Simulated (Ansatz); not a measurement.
# Preparing K2MoO4 (C2/m) as a host crystal, part 2 of 4

Aim: the runs on the perfect crystal K2MoO4 (C2/m) that a defect calculation needs first.

Ansatz 0.2.0; plane-wave PAW DFT, PBEsol; relaxation of the host's cell and atoms (the session's first sound run).

So far: The structure; Host cell relaxation.

### Step 3. Dielectric tensors of the host

The response to a uniform electric field gives the electronic dielectric tensor.

This step: plane-wave PAW DFPT, PBEsol; dielectric tensors, Born charges and zone-centre modes of the host (Ansatz 0.2.0).

The input, eps/input.yaml:

```yaml
crystal:
  lattice:
    - [6.1458142352, -3.027951849, -0.0110572019]
    - [6.1458142352, 3.027951849, -0.0110572019]
    - [-3.2427604863, 0.0, 6.760402074]
  atoms:
    - { symbol: K, position: [0.4896147961, 0.4896147961, 0.7648466591] }
    - { symbol: K, position: [0.5103852039, 0.5103852039, 0.2351533409] }
    - { symbol: K, position: [0.8435941491, 0.8435941491, 0.2510377276] }
    - { symbol: K, position: [0.1564058509, 0.1564058509, 0.7489622724] }
    - { symbol: Mo, position: [0.8243711727, 0.8243711727, 0.7744654472] }
    - { symbol: Mo, position: [0.1756288273, 0.1756288273, 0.2255345528] }
    - { symbol: O, position: [0.0966074813, 0.6192227775, 0.9253310064] }
    - { symbol: O, position: [0.3807772225, 0.9033925187, 0.0746689936] }
    - { symbol: O, position: [0.9033925187, 0.3807772225, 0.0746689936] }
    - { symbol: O, position: [0.6192227775, 0.0966074813, 0.9253310064] }
    - { symbol: O, position: [0.0881065992, 0.0881065992, 0.3612384457] }
    - { symbol: O, position: [0.9118934008, 0.9118934008, 0.6387615543] }
    - { symbol: O, position: [0.6670512881, 0.6670512881, 0.6177472635] }
    - { symbol: O, position: [0.3329487119, 0.3329487119, 0.3822527365] }
basis:
  ecutwfc: 420
hamiltonian:
  xc: pbesol
kpoints:
  mp_grid: { grid: [5, 5, 4] }
scf:
  occupations: { method: fixed }
  max_iter: 100
phonons:
  method: dfpt
  dielectric: true
  rigid_motions: translations
```

Launch:

```bash
ansatz run input.yaml --threads 4 --pin off --max-ram 14131MiB --backend cpu --events-out ev --progress --plain --runs-dir out
```

Numbers of over 12 decimals in the logs are rounded to 6 here.

Output:

```text
[...]
Crystal: 14 atoms, lattice volume = 251.395 Å³
Basis set: ecut = 420 eV, 4921 PW (Γ), exchange–correlation on 96×96×108 points (8 copies of the dense FFT grid, shifted against one another)
Bands: 70, of which v1, the nominal top of the filled ones, is band 56 counted from 1 (55 counted from 0)
Symmetry: 4 space group operations
k-points: 51 of 100 (irreducible under 1 space group operation, time reversal used)
[...]
SCF iter   1: F=—  HF=-20355.365894 eV  |F-HF|=—  |Δ(HF+E_count)|=         —  Δρ=1.14e-2  dr2=2.88e-1  ethr=1.77e-3  ⟨swp⟩=4.2  Hψ=12166  notcnv=0  defer=520
[...]
SCF iter  12: F=-20355.304579 eV  HF=-20355.304579 eV  |F-HF|=1.46e-11  |Δ(HF+E_count)|=  2.26e-10  Δρ=1.05e-7  dr2=3.42e-11  ethr=1.00e-12  ⟨swp⟩=13.9  Hψ=21491  notcnv=0
SCF 1 converged in 12 iterations: F = -20355.304579 eV  dr2 = 3.42e-11
[...]
NSCF: frozen V_eff on 9 k-points
DFPT response loops at Γ: preconditioner auto → Resta (q_TF=auto, 2.384 Å⁻¹)  ε∞=3.7 (no band partly filled); β = 1.00, the filter's whole step (`scf.mixing.beta` (0.50) is not read by the response loops at its default; [...]
SCF converged after 12 iterations
Free energy (F): -20355.304579 eV
[...]
Internal energy: -20355.304579 eV  (E = F + TS)
E sigma→0 (E₀):  -20355.304579 eV
Fermi energy:    3.535569 eV
[...]
--- Band table (eV; the first three rows and the last of 51) ---
[...]
[... further k-points left out ...]
--- Phonons (Γ-DFPT): 18 representative perturbations + reference, on 51 of 100 k-points (Σ response iterations 73) ---
  k mesh reduced under 1 symmetry operation, with k and −k counted as one. Each operation leaves every solved perturbation unchanged. A smaller set is not considered because the run solves the response to a homogeneous field
  ASR residual: 1.396e-4 → 0.000e0 eV/Å²; symmetrization residual: 4.666e-6 eV/Å²
  ASR residual per site (eV/Å²): 1.31e-5 1.31e-5 1.35e-5 1.35e-5 1.40e-4 1.40e-4 8.19e-5 8.19e-5 8.19e-5 8.19e-5 1.31e-4 1.31e-4 6.77e-5 6.77e-5
  Γ frequencies (cm⁻¹): 0.00 0.00 0.00 36.90 46.07 58.05 64.57 72.94 73.85 83.68 95.54 104.93 107.93 118.45 121.33 122.71 132.59 137.97 144.02 151.73 156.21 161.92 162.50 169.28 300.94 305.02 310.09 311.67 323.03 324.20 326.72 334.74 339.28 360.02 823.95 [...]
  ε∞ (high-frequency dielectric tensor):
        2.713616     0.000000     0.004593
        0.000000     2.748754     0.000000
        0.004594     0.000000     2.720467
  ε⁰ (static dielectric tensor: ions relaxed, cell fixed):
        6.427160     0.000000    -0.237648
        0.000000    13.844492    -0.000000
       -0.237647    -0.000000     5.459497
  ε⁰ − ε∞ (ionic part):
        3.713544     0.000000    -0.242241
        0.000000    11.095738    -0.000000
       -0.242241    -0.000000     2.739030
  softest optical mode at Γ: 36.90 cm⁻¹; the repairs (sum rule, projections) moved no ω² at Γ by more than (2.39 cm⁻¹)²
  Born effective charges Z* (e; rows j = field, columns β = displacement):
    site 0:
         1.26851    0.00000    0.12878
         0.00000    1.36654    0.00000
         0.21776    0.00000    1.29142
    site 1:
         1.26851    0.00000    0.12878
         0.00000    1.36654    0.00000
         0.21776    0.00000    1.29142
    site 2:
         1.29874   -0.00000   -0.13774
        -0.00000    1.13789    0.00000
        -0.21427    0.00000    1.24472
    site 3:
         1.29874   -0.00000   -0.13774
        -0.00000    1.13789    0.00000
        -0.21427    0.00000    1.24472
    site 4:
         3.07668    0.00000    0.07872
         0.00000    3.12365    0.00000
         0.05054    0.00000    3.12632
    site 5:
         3.07668    0.00000    0.07872
         0.00000    3.12365    0.00000
         0.05054    0.00000    3.12632
    site 6:
        -0.78031   -0.05804    0.00192
        -0.12819   -2.08169    0.86148
         0.02653    0.81636   -1.36864
    site 7:
        -0.78031    0.05804    0.00192
         0.12819   -2.08169   -0.86148
         0.02653   -0.81636   -1.36864
    site 8:
        -0.78031   -0.05804    0.00192
        -0.12819   -2.08169    0.86148
         0.02653    0.81636   -1.36864
    site 9:
        -0.78031    0.05804    0.00192
         0.12819   -2.08169   -0.86148
         0.02653   -0.81636   -1.36864
    site 10:
        -2.13207    0.00000    0.76304
[...]
site 11:
[...]
site 12:
[...]
site 13:
[...]
Z* charge neutrality: 1.162e-5 e pre-enforcement
  k-mesh period / interband length: 30.0 Å / 1.01 Å = 29.64 at k = (0.0000, 0.0000, 0.0000), direct gap 4.554 eV — 14 or more, which is no proof of convergence
  optical modes at Γ without the LO–TO term, one row a degenerate level:
      ω (cm⁻¹)  modes    IR ((D/Å)²/amu)
[...]
optical modes at Γ + LO–TO along q̂ = [1.0000, 0.0000, 0.0000]:
      ω (cm⁻¹)  modes    IR ((D/Å)²/amu)
[...]
optical modes at Γ + LO–TO along q̂ = [0.0000, 1.0000, 0.0000]:
      ω (cm⁻¹)  modes    IR ((D/Å)²/amu)
[...]
optical modes at Γ + LO–TO along q̂ = [0.0000, 0.0000, 1.0000]:
      ω (cm⁻¹)  modes    IR ((D/Å)²/amu)
[...]
328.34      1             2.3707
        334.74      1             0.0000
        339.42      1             0.1076
        360.02      1             0.0000
        823.95      1             0.0000
        824.16      1            33.2913
        825.67      1             0.0000
        834.32      1            31.6391
        853.30      1             0.0000
        884.46      1            27.3061
        895.04      1             0.0000
        896.36      1             6.5311
```

The job ended after 12 min (4 threads of Arm Neoverse V2, shared host; peak memory 3.8 GiB).

Electronic dielectric tensor:

```
2.71 0.00 0.00
0.00 2.75 0.00
0.00 0.00 2.72
```

Static dielectric tensor:

```
 6.43  0.00 -0.24
 0.00 13.84  0.00
-0.24  0.00  5.46
```

The principal values of the electronic dielectric tensor are 2.71, 2.72 and 2.75. The principal values of the static dielectric tensor are 5.40, 6.48 and 13.84.

### Step 4. Primitive cell on a dense mesh

A dense mesh gives the host's converged energy, against which the supercell's sampling is tested.

This step: plane-wave PAW DFT, PBEsol; single point of the host's primitive cell on a dense mesh (Ansatz 0.2.0).

dense/input.yaml, as its differences from eps/input.yaml of step 3:

```diff
@@ -22,2 +22,3 @@
   ecutwfc: 420
+  xc_grid: 2
 hamiltonian:
@@ -27,7 +28,3 @@
 scf:
-  occupations: { method: fixed }
-  max_iter: 100
-phonons:
-  method: dfpt
-  dielectric: true
-  rigid_motions: translations
+  occupations: { method: fermi_dirac, width: 0.01 }
+  max_iter: 80
```

Output:

```text
[...]
Crystal: 14 atoms, lattice volume = 251.395 Å³
Basis set: ecut = 420 eV, 4921 PW (Γ), exchange–correlation on 96×96×108 points (8 copies of the dense FFT grid, shifted against one another)
Bands: 70, of which v1, the nominal top of the filled ones, is band 56 counted from 1 (55 counted from 0)
Symmetry: 4 space group operations
[...]
k-points: 33 of 100
[...]
SCF iter   1: F=—  HF=-20355.365777 eV  |F-HF|=—  |Δ(HF+E_count)|=         —  Δρ=1.15e-2  dr2=2.92e-1  ethr=1.77e-3  ⟨swp⟩=6.1  Hψ=9289  notcnv=0  defer=3
[...]
SCF iter   8: F=-20355.304579 eV  HF=-20355.304579 eV  |F-HF|=3.72e-8  |Δ(HF+E_count)|=   1.09e-6  Δρ=3.21e-6  dr2=3.11e-8  ethr=2.24e-10  ⟨swp⟩=2.0  Hψ=4125  notcnv=0
SCF 1 converged in 8 iterations: F = -20355.304579 eV  dr2 = 3.11e-8
[...]
SCF converged after 8 iterations
Free energy (F): -20355.304579 eV
[...]
Internal energy: -20355.304579 eV  (E = F + TS)
E sigma→0 (E₀):  -20355.304579 eV
Fermi energy:    5.710666 eV
[...]
```

Elapsed: 5.1 s, on 4 threads; peak memory 0.94 GiB; 20 s of CPU time.

### Step 5. Self-consistent run

This step: plane-wave PAW DFT, PBEsol; single point of the defect-free supercell, a test of its k-points (Ansatz 0.2.0).

System of this step: K2MoO4 (C2/m). The cell holds 56 atoms: 16 K, 8 Mo and 32 O. Its edges and angles: a = 9.638 Å, b = 11.282 Å, c = 13.703 Å, α = 44.1°, β = 91.4°, γ = 81.4°.

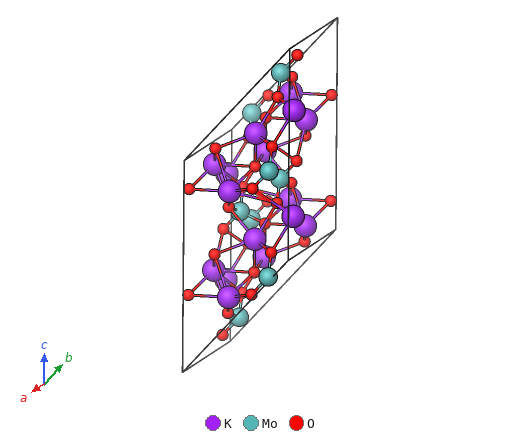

The cell of this step (potassium purple, molybdenum teal, oxygen red).

The input, pristine.sampling/input.yaml:

```yaml
crystal:
  lattice:
    - [-3.2427604863, 6.0559036979, 6.760402074]
    - [9.0488679841, 0.0, 6.7382876702]
    - [12.2916284704, 6.0559036979, -0.0221144038]
  atoms:
    - { symbol: K, position: [0.1376159315, 0.6272307276, 0.3623840685] }
    - { symbol: K, position: [0.1376159315, 0.6272307276, 0.8623840685] }
    - { symbol: K, position: [0.6376159315, 0.1272307276, 0.3623840685] }
    - { symbol: K, position: [0.6376159315, 0.1272307276, 0.8623840685] }
    - { symbol: K, position: [0.3623840685, 0.8727692724, 0.1376159315] }
    - { symbol: K, position: [0.3623840685, 0.8727692724, 0.6376159315] }
    - { symbol: K, position: [0.8623840685, 0.3727692724, 0.1376159315] }
    - { symbol: K, position: [0.8623840685, 0.3727692724, 0.6376159315] }
    - { symbol: K, position: [0.2037217892, 0.0473159383, 0.2962782108] }
    - { symbol: K, position: [0.2037217892, 0.0473159383, 0.7962782108] }
    - { symbol: K, position: [0.7037217892, 0.5473159383, 0.2962782108] }
    - { symbol: K, position: [0.7037217892, 0.5473159383, 0.7962782108] }
    - { symbol: K, position: [0.2962782108, 0.4526840617, 0.2037217892] }
    - { symbol: K, position: [0.2962782108, 0.4526840617, 0.7037217892] }
    - { symbol: K, position: [0.7962782108, 0.9526840617, 0.2037217892] }
    - { symbol: K, position: [0.7962782108, 0.9526840617, 0.7037217892] }
    - { symbol: Mo, position: [0.4750471373, 0.2994183099, 0.0249528627] }
    - { symbol: Mo, position: [0.4750471373, 0.2994183099, 0.5249528627] }
    - { symbol: Mo, position: [0.9750471373, 0.7994183099, 0.0249528627] }
    - { symbol: Mo, position: [0.9750471373, 0.7994183099, 0.5249528627] }
    - { symbol: Mo, position: [0.0249528627, 0.2005816901, 0.4750471373] }
    - { symbol: Mo, position: [0.0249528627, 0.2005816901, 0.9750471373] }
    - { symbol: Mo, position: [0.5249528627, 0.7005816901, 0.4750471373] }
    - { symbol: Mo, position: [0.5249528627, 0.7005816901, 0.9750471373] }
    - { symbol: O, position: [0.4143617626, 0.5109692439, 0.3469458855] }
    - { symbol: O, position: [0.4143617626, 0.5109692439, 0.8469458855] }
    - { symbol: O, position: [0.9143617626, 0.0109692439, 0.3469458855] }
    - { symbol: O, position: [0.9143617626, 0.0109692439, 0.8469458855] }
    - { symbol: O, position: [0.3469458855, 0.7277231081, 0.4143617626] }
    - { symbol: O, position: [0.3469458855, 0.7277231081, 0.9143617626] }
    - { symbol: O, position: [0.8469458855, 0.2277231081, 0.4143617626] }
    - { symbol: O, position: [0.8469458855, 0.2277231081, 0.9143617626] }
    - { symbol: O, position: [0.0856382374, 0.9890307561, 0.1530541145] }
    - { symbol: O, position: [0.0856382374, 0.9890307561, 0.6530541145] }
    - { symbol: O, position: [0.5856382374, 0.4890307561, 0.1530541145] }
    - { symbol: O, position: [0.5856382374, 0.4890307561, 0.6530541145] }
    - { symbol: O, position: [0.1530541145, 0.7722768919, 0.0856382374] }
    - { symbol: O, position: [0.1530541145, 0.7722768919, 0.5856382374] }
    - { symbol: O, position: [0.6530541145, 0.2722768919, 0.0856382374] }
    - { symbol: O, position: [0.6530541145, 0.2722768919, 0.5856382374] }
    - { symbol: O, position: [0.1365659233, 0.2246725225, 0.3634340767] }
    - { symbol: O, position: [0.1365659233, 0.2246725225, 0.8634340767] }
    - { symbol: O, position: [0.6365659233, 0.7246725225, 0.3634340767] }
    - { symbol: O, position: [0.6365659233, 0.7246725225, 0.8634340767] }
    - { symbol: O, position: [0.3634340767, 0.2753274775, 0.1365659233] }
    - { symbol: O, position: [0.3634340767, 0.2753274775, 0.6365659233] }
    - { symbol: O, position: [0.8634340767, 0.7753274775, 0.1365659233] }
    - { symbol: O, position: [0.8634340767, 0.7753274775, 0.6365659233] }
    - { symbol: O, position: [0.4753479877, 0.1423992758, 0.0246520123] }
    - { symbol: O, position: [0.4753479877, 0.1423992758, 0.5246520123] }
    - { symbol: O, position: [0.9753479877, 0.6423992758, 0.0246520123] }
    - { symbol: O, position: [0.9753479877, 0.6423992758, 0.5246520123] }
    - { symbol: O, position: [0.0246520123, 0.3576007242, 0.4753479877] }
    - { symbol: O, position: [0.0246520123, 0.3576007242, 0.9753479877] }
    - { symbol: O, position: [0.5246520123, 0.8576007242, 0.4753479877] }
    - { symbol: O, position: [0.5246520123, 0.8576007242, 0.9753479877] }
basis:
  ecutwfc: 420
  xc_grid: 2
hamiltonian:
  xc: pbesol
kpoints:
  mp_grid: { grid: [1, 1, 1], shift: [0.25, 0.25, 0.25] }
scf:
  occupations: { method: fermi_dirac, width: 0.01 }
  max_iter: 80
```

Output:

```text
[...]
Crystal: 56 atoms, lattice volume = 1005.578 Å³
Basis set: ecut = 420 eV, 19613 PW (Γ), exchange–correlation on 144×160×192 points (8 copies of the dense FFT grid, shifted against one another)
Bands: 280, of which v1, the nominal top of the filled ones, is band 224 counted from 1 (223 counted from 0)
Symmetry: 8 space group operations
k-points: 1
[...]
SCF iter   1: F=—  HF=-81421.461474 eV  |F-HF|=—  |Δ(HF+E_count)|=         —  Δρ=1.14e-2  dr2=1.16e0  ethr=1.77e-3  ⟨swp⟩=6.0  Hψ=1126  notcnv=0
[...]
SCF iter   8: F=-81421.215508 eV  HF=-81421.215508 eV  |F-HF|=4.81e-8  |Δ(HF+E_count)|=   5.02e-6  Δρ=8.74e-6  dr2=8.64e-7  ethr=2.23e-10  ⟨swp⟩=1.0  Hψ=601  notcnv=0
SCF 1 converged in 8 iterations: F = -81421.215508 eV  dr2 = 8.64e-7
[...]
SCF converged after 8 iterations
Free energy (F): -81421.215508 eV
[...]
Internal energy: -81421.215508 eV  (E = F + TS)
E sigma→0 (E₀):  -81421.215508 eV
Fermi energy:    5.684630 eV
[...]
```

Elapsed: 4.9 s, on 4 threads; peak memory 1.7 GiB; 18 s of CPU time.

Numbers from this step:

```
energy over dense mesh : 5.01e-5 eV/atom
```

(Part 2 of 4 ends here.)

[Logs are printed without paths, hosts, clocks, repeated set-up lines and the standing remarks that a program may print on its own settings, such as how far it seeks lower states.]

[Hosts, paths, dates, database ids (printed as entryN), source tags and the programs' standing remarks are cut or masked in the printed files.]

[Runs of the host that timed out are not shown.]

[For some hosts the program warned that the k-mesh of the response run may be too coarse for force constants and the static dielectric constant; such warnings are not always shown.]
